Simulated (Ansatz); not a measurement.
The calculation's input:

```
crystal:
  periodic: [false, false, false]
  atoms:
    - { symbol: C, position_ang: [-0.7931, 0.8393, -1.1091] }
    - { symbol: C, position_ang: [0.1247, 0.8324, -0.211] }
    - { symbol: Sn, position_ang: [0.4863, -0.9561, 0.8419] }
    - { symbol: H, position_ang: [-1.3717, 0.0186, -1.3344] }
    - { symbol: H, position_ang: [-1.0331, 1.7976, -1.6794] }
    - { symbol: H, position_ang: [0.7283, 1.7317, -0.0071] }
    - { symbol: H, position_ang: [2.191, -1.4681, 0.5509] }
    - { symbol: H, position_ang: [-0.5531, -2.1858, 0.3192] }
    - { symbol: H, position_ang: [0.3092, -0.6559, 2.6119] }
basis:
  gaussian: { orbitals: def2-SVP }
hamiltonian:
  xc: pbe0
  dispersion: d4
relax:
  f_tol: 0.015
  max_steps: 40
output:
  orbitals: {}
```

Run with:

```sh
ansatz run input.yaml --threads 1 --pin off --max-ram 2048MiB --backend cpu --events-out ev --progress --plain --runs-dir out
```

The fields are those of the relaxed geometry.

Core potentials replace the inner electrons of Sn.

All numbers below come from RKS PBE0-D4/def2-SVP (Ansatz).

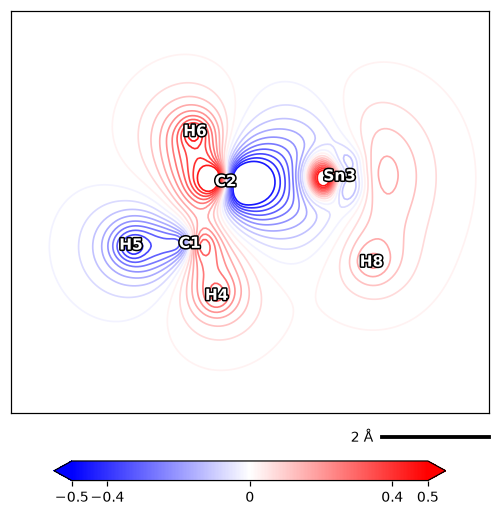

C$_{2}$H$_{6}$Sn. The HOMO−1 on the plane of atoms Sn3, C2 and H6 (values in Å⁻³ᐟ²; the overall sign is arbitrary).

What is the character of this orbital?

Answer. It lies mainly on C2 (about 35 %), Sn3 (about 25 %), C1 (about 10 %), H6 (about 10 %) and H5 (about 5 %). Its energy is −8.30 eV.
